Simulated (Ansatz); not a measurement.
## TiB2 (AlB2 type, space group P6/mmm), map of one atom of the cell

Relaxed TiB$_{2}$ (AlB2 type, space group P6/mmm):

```
CELL_PARAMETERS angstrom
      3.02469     0.00000     0.00000
     -1.51235     2.61946     0.00000
      0.00000     0.00000     3.22263
ATOMIC_POSITIONS crystal
  Ti 0.00000 0.00000 0.00000
  B  0.33333 0.66667 0.50000
  B  0.66667 0.33333 0.50000
```

In this cell atom 3 (B, nearest neighbour B at 1.746 Å; its periodic images, 3.0 Å or more away, move with it) is moved by u·(1.000, 0.000, 0.000) + v·(0.000, 0.000, 1.000); the rest is frozen.

Calculation: r2SCAN (plane waves to 500 eV, PAW, scalar-relativistic; Ansatz, an electronic-structure program). k mesh 14×14×12 (Γ-centred), Fermi-Dirac smearing 0.05 eV. E stands for the smeared free energy. Points where atoms come too close for the PAW data are left out (x in tables, blank in figures). With partly filled bands, energies and forces of such displacements shift with the k mesh and the smearing. Fu and Fv are the components of the force on the atom. TiB2 is run without spin polarisation. TiB2 was relaxed with its symmetry unable to fall. The zero of ΔE is the undisplaced structure. Axes are in Å.

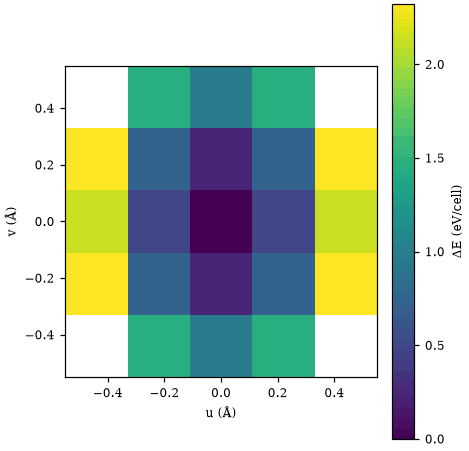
Figure. ΔE (eV/cell) over the 5×5 grid of computed points.

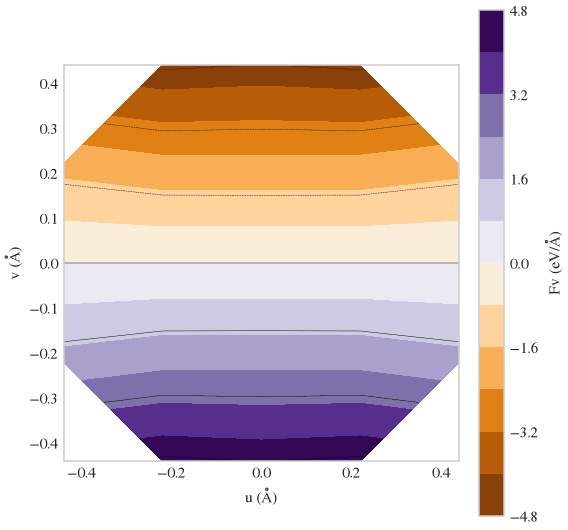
Fv (eV/Å) over the 5×5 grid of computed points.

Lowest place on the grid: u = 0.000 Å, v = 0.000 Å (0 meV/cell).

(A displaced cell: forces are minus the slopes of the energy, force constants its curvatures, and phonons follow from these.)
